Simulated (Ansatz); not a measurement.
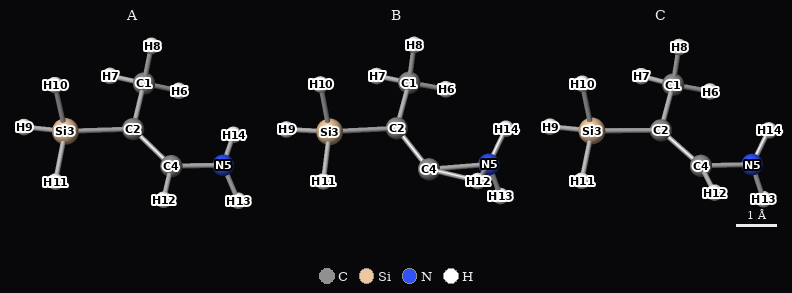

3 geometries from a converged minimum-energy path of C3H9NSi, shuffled. A ball-and-stick model, seen at a tilt.

The calculation used Ansatz, RKS PBE-D4/def2-SVP. Settings: 9 movable images; climbing image; force threshold 0.03 eV/Å; iteration limit 60; starting path through a guess of the saddle point.

Which frame is the transition state?

Answer. B. In order along the path, whose images run from 0 to 10: A (image 3, +0.07 eV), C (image 5, +1.12 eV), B (image 7, +3.72 eV). A hydrogen atom shifts from one atom to another. Breaking: C4–H12 (1.10 → 1.40 at the top → 2.13 Å). Forming: N5–H12 (2.08 → 1.17 at the top → 1.03 Å).
